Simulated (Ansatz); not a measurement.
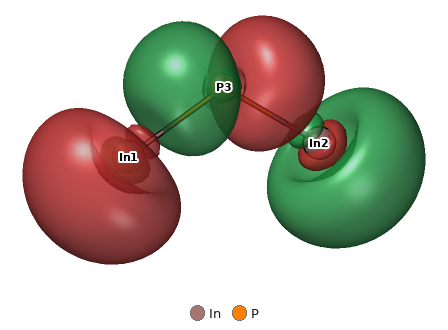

Figure. In$_{2}$P (charge +1). One frontier orbital at ±0.08 Å⁻³ᐟ² (green and red are the two phases), seen at a tilt.

Geometry: r2SCAN-D4/def2-TZVP; core potentials replace the inner electrons of In.

Theory: RKS PBE0-D4/def2-TZVP (Ansatz).

```xyz
3

In   -1.6995    1.2276   -0.4230
In    1.1320   -1.7077    0.6140
P     0.5676    0.4800   -0.1910
```

Q: Which orbital is it: HOMO or LUMO?

A: The LUMO, at −9.31 eV. Its weight (Hirshfeld) is mainly on In1 (about 35 %), In2 (about 35 %) and P3 (about 30 %); it is symmetric in the molecular plane (an in-plane orbital: σ, lone-pair or in-plane π type).
